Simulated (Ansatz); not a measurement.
# CH4ClGeO (SMILES [CH3][Ge]([OH])[Cl]): levels of theory compared

We compute a comparison of 6 runs (UB3LYP/6-31G*, UCAM-B3LYP/6-31G*, UHSE06/6-31G*, UPBE0/6-31G*, RPA@PBE0/6-31G*, UCCSD/6-31G*) of CH4ClGeO. 

The results are computed with Ansatz 0.2.0.

122 further runs of the same task are left out: 122 set aside as unsound or not needed.

## Step 1: The system as given

CH4ClGeO has 8 atoms, charge 0, and is taken as a doublet. SMILES: `[CH3][Ge]([OH])[Cl]`. The Ge2–O3 distance was set to 2.313 Å, away from the relaxed value.

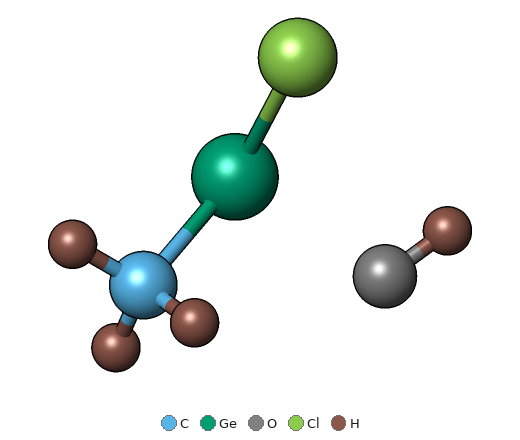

Viewed from a chosen angle; carbon blue, germanium teal, oxygen grey, chlorine green, hydrogen brown.

## Step 2: A single-point energy at UB3LYP/6-31G(d) (spherical functions) (run 1)

File molecule.yaml:

```yaml
crystal:
  periodic: [false, false, false]
  atoms:
    - {symbol: C, position_ang: [-0.342823, 1.520425, -0.228087]}
    - {symbol: Ge, position_ang: [-1.074323, -0.268175, 0.090513]}
    - {symbol: O, position_ang: [0.714600, -1.504600, 0.880000]}
    - {symbol: Cl, position_ang: [-1.659923, -1.146775, -1.821587]}
    - {symbol: H, position_ang: [0.006677, 1.937725, 0.715913]}
    - {symbol: H, position_ang: [0.494077, 1.407925, -0.919787]}
    - {symbol: H, position_ang: [-1.107623, 2.161525, -0.663087]}
    - {symbol: H, position_ang: [0.584600, -2.453200, 0.797100]}
basis:
  gaussian:
    orbitals: 6-31G_st_-spherical.json
magnetization:
  spin_polarized: true
  initial_magnetization: 1
hamiltonian:
  xc: {name: B3LYP}
accuracy: high
output:
  orbitals: {seedname: orbitals}
```

The basis set 6-31G* is read from a file made from the Basis Set Exchange's data (not shown).

Command:

```sh
$ ansatz run molecule.yaml --threads 1 --pin off --max-ram 3480MiB --events-out events.jsonl --progress --plain --runs-dir runs
```

What it wrote:

```text
Warning: RAYON_NUM_THREADS=1 ignored (pool sized by the plan → 1); use --threads N
Functional definition: B3LYP
  name "B3LYP"
  parameter a0 = 0.2
  parameter ax = 0.72
  parameter ac = 0.81
  exchange = (1 - a0 - ax)*slater_x + ax*b88_x + a0*exact_x
  correlation = (1 - ac)*vwn_rpa_c + ac*lyp_c
1856 factors; integrals over basis functions are off by at most 4.5e-9 eV
mean field evaluation 1: about -72172.0110 eV, gradient 5.0e1 eV
mean field evaluation 2: about -72057.6046 eV, gradient 1.3e2 eV
mean field evaluation 4: about -72182.4088 eV, gradient 8.5e0 eV
mean field evaluation 8: about -72182.9718 eV, gradient 2.8e-1 eV
mean field evaluation 16: about -72183.1038 eV, gradient 1.1e-2 eV
mean field evaluation 32: about -72183.1038 eV, gradient 6.3e-7 eV
mean field -72183.10383466 eV, -2652.6801384585 hartree, gradient 6.4e-8 eV, S^2 0.764076; 2 other end points of the search recorded, 0 dependent functions left out
reference -72183.10387291 eV, -2652.6801398642 hartree; 34, 33 occupied and 52, 53 virtual orbitals, 1856 factors
Total energy: -72183.10387291 eV, -2652.6801398642 hartree
```

It took 20 s on 1 thread of Arm Neoverse V2, shared host; peak memory 0.48 GiB.

## Step 3: A single-point energy at UCAM-B3LYP/6-31G(d) (spherical functions) (run 2)

Changes to molecule.yaml since step 2:

```diff
@@ -18,5 +18,4 @@
 hamiltonian:
-  xc: {name: B3LYP}
+  xc: {name: CAM-B3LYP}
 accuracy: high
-output:
-  orbitals: {seedname: orbitals}
+output: {orbitals: {seedname: orbitals}}
```

The basis set 6-31G* is read from a file made from the Basis Set Exchange's data (not shown).

Command:

```sh
$ ansatz run molecule.yaml --threads 1 --pin off --max-ram 3480MiB --events-out events.jsonl --progress --plain --runs-dir runs
```

What it wrote (excerpt; [...] marks lines left out):

```text
Warning: RAYON_NUM_THREADS=1 ignored (pool sized by the plan → 1); use --threads N
Functional definition: CAM-B3LYP
  name "CAM-B3LYP"
[...]
1856 factors; integrals over basis functions are off by at most 4.5e-9 eV
417 factors; integrals over basis functions are off by at most 2.3e-9 eV
[...]
mean field -72183.45582100 eV, -2652.6930737180 hartree, gradient 7.7e-8 eV, S^2 0.774065; 2 other end points of the search recorded, 0 dependent functions left out
reference -72183.45583962 eV, -2652.6930744024 hartree; 34, 33 occupied and 52, 53 virtual orbitals, 1856 factors
Total energy: -72183.45583962 eV, -2652.6930744024 hartree
```

Run time: 26 s. Hardware: 1 thread of Arm Neoverse V2, shared host; peak memory 0.55 GiB.

Runs 3 to 5 aren't shown in full; the table further down has their settings and results.

## Step 4: A single-point energy at UCCSD/6-31G(d) (spherical functions) (run 6)

File run.yaml:

```yaml
crystal:
  periodic: [false, false, false]
  atoms:
    - {symbol: C, position_ang: [-0.342823, 1.520425, -0.228087]}
    - {symbol: Ge, position_ang: [-1.074323, -0.268175, 0.090513]}
    - {symbol: O, position_ang: [0.714600, -1.504600, 0.880000]}
    - {symbol: Cl, position_ang: [-1.659923, -1.146775, -1.821587]}
    - {symbol: H, position_ang: [0.006677, 1.937725, 0.715913]}
    - {symbol: H, position_ang: [0.494077, 1.407925, -0.919787]}
    - {symbol: H, position_ang: [-1.107623, 2.161525, -0.663087]}
    - {symbol: H, position_ang: [0.584600, -2.453200, 0.797100]}
basis:
  gaussian:
    orbitals: 6-31G_st_-spherical.json
magnetization:
  spin_polarized: true
  initial_magnetization: 1
correlation:
  method: ccsd
  frozen_orbitals: {C: 1, Cl: 5, Ge: 9, H: 0, O: 1}
accuracy: high
scf:
  omitted_lower_state_checks: [cluster_reference, increment]
```

The basis set 6-31G* is read from a file made from the Basis Set Exchange's data (not shown).

Command:

```sh
$ ansatz run run.yaml --threads 1 --pin off --max-ram 3480MiB --events-out events.jsonl --progress --plain --runs-dir runs
```

What it wrote (excerpt; [...] marks lines left out):

```text
Warning: RAYON_NUM_THREADS=1 ignored (pool sized by the plan → 1); use --threads N
Functional definition: HF
  name "HF"
[...]
1856 factors; integrals over basis functions are off by at most 4.5e-9 eV
[...]
mean field -72099.19981084 eV, -2649.5967224553 hartree, gradient 2.9e-8 eV, S^2 0.945014; 4 other end points of the search recorded, 0 dependent functions left out
16 core orbitals not correlated: weight in the atoms' cores, before any rotation towards them, 1.000 or more for the frozen orbitals, at most 0.000 for the correlated occupied ones
reference -72099.19981084 eV, -2649.5967224553 hartree; 18, 17 occupied and 52, 53 virtual orbitals, 1856 factors
second order -17.92036029 eV of doubles, -0.00000000 eV of singles
cycle   1  -18.13454505 eV  change   -2.1e-1 eV  update   1.2e-1
[...]
cycle  33  -19.03804562 eV  change    1.5e-9 eV  update  9.6e-10
Total energy: -72118.23785646 eV, -2650.2963577275 hartree
Checks for a lower state left out: cluster_reference, increment
```

Wall time 83 s (1 thread of Arm Neoverse V2, shared host); peak memory 0.81 GiB.

## Step 5: All runs side by side

```csv
run,level,frozen core orbitals,energy (Eh),HOMO energy (eV),LUMO energy (eV),⟨S²⟩,wall time
1,UB3LYP/6-31G* (spherical functions),–,-2652.680140,-6.53,-4.05,0.764,20 s
2,UCAM-B3LYP/6-31G* (spherical functions),–,-2652.693074,-8.08,-2.82,0.774,26 s
3,UHSE06/6-31G* (spherical functions),–,-2652.061056,-6.45,-4.13,0.768,20 s
4,UPBE0/6-31G* (spherical functions),–,-2652.073428,-6.84,-3.76,0.769,20 s
5,RPA@PBE0/6-31G* (spherical functions),16,-2650.502685,–,–,0.769,32 s
6,UCCSD/6-31G* (spherical functions),16,-2650.296358,–,–,0.945,83 s
```

## Step 6: Outcome

| quantity | value |
| --- | --- |
| run 6: total energy | -2650.29636 Eh |
| run 6: correlation energy (16 core orbitals frozen) | -699.6 mEh |
| run 6: ⟨S²⟩ of the reference determinant | 0.945 |
| run 6: T1 diagnostic | 0.035 |

Totals of different functionals can't be ranked against each other. Spin contamination of the reference: run 6 ⟨S²⟩ = 0.95. All runs together took 3.3 min, the longest 83 s.
